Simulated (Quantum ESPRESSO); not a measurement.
# Changing pseudopotentials: SG15 norm-conserving against GBRV, 14 surfaces

How far does the work function move when only the pseudopotential set and its cutoffs are swapped on fixed atoms, and is the shift the same for all surfaces?

Set-up. Quantum ESPRESSO 7.5 (pw.x, pp.x): slabs at the tabulated lattice constant, outer layers relaxed under PBE by Ansatz 0.2.0 (PAW) or by pw.x, 16 to 19 Å of vacuum, cold smearing of 0.02 Ry, SCF threshold 1e-7 Ry, k-spacings of 0.17 to 0.35 Å⁻¹ (2π included); slabs of magnetic metals were started with moments, and † marks those that keep one. The work function is the vacuum level of the electrostatic potential less the Fermi level. Covered slabs use open boundaries (ESM, bc1). The reference is PBE with GBRV ultrasoft files; atoms and mesh stay.

Results:

```tsv
surface	PBE, GBRV (eV)	PBE, SG15 norm-conserving (eV)	shift (eV)	cutoff (Ry), new and old	CPU time, new over old
Ba(100), 7 layers	2.35	2.34	0.00	60, 40	1.5
Y(0001), 4 layers + Na on hcp	2.36	2.35	0.00	60, 40	2.3
Sr(100), 7 layers	2.52	2.52	0.00	60, 40	1.3
Ca(111), 5 layers	2.96	2.96	0.00	60, 40	1.9
Y(0001), 6 layers	3.29	3.28	0.00	60, 40	1.4
Nb(100), 7 layers	3.62	3.57	−0.05	60, 40	1.3
Be(0001), 4 layers + H on fcc	3.81	3.81	0.00	60, 40	1.9
Ba(110), 5 layers + Br on hollow	3.90	3.90	0.00	60, 40	2.8
Al(100), 5 layers + H on hollow	3.92	3.92	0.00	60, 40	5.5
Al(110), 7 layers	3.98	3.98	0.00	60, 40	4.3
W(110), 5 layers + Br on hollow	4.00	4.00	−0.01	60, 40	2.2
Zn(0001), 6 layers	4.03	4.03	0.00	60, 40	3.5
Hf(0001), 4 layers + Ti on fcc	4.07	3.99	−0.07	60, 40	4.7
Zr(0001), 4 layers + F on fcc	4.10	4.10	0.00	60, 40	2.4
```

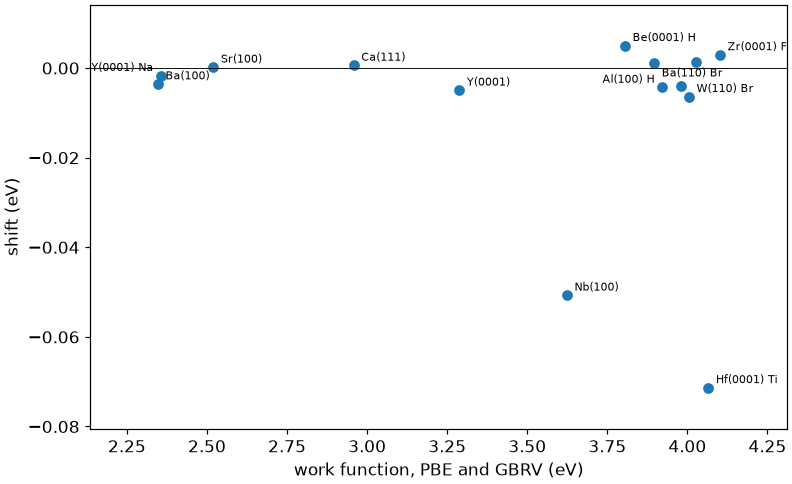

Shift of the work function against its PBE value. Crowded points are left unlabelled.

**Answer.** The shift runs from −0.07 eV (Hf(0001), 4 layers + Ti on fcc) to 0.00 eV (Be(0001), 4 layers + H on fcc), with a median of 0.00 eV. It is not rigid: the spread is 0.08 eV. 12 of 14 surfaces move by under 0.03 eV. The new level costs 2.2 times the reference's CPU time in the median.

**Limits.** Rows were grouped by their PBE work function; over all 45 surfaces run at this level the shift spans −0.07 to +0.03 eV. Levels carry 0.01 to 0.02 eV of SCF slack. CPU times come from shared hosts of several kinds and are rough.

[Logs are printed without paths, hosts, clocks, repeated set-up lines and the standing remarks that a program may print on its own settings, such as how far it seeks lower states.]
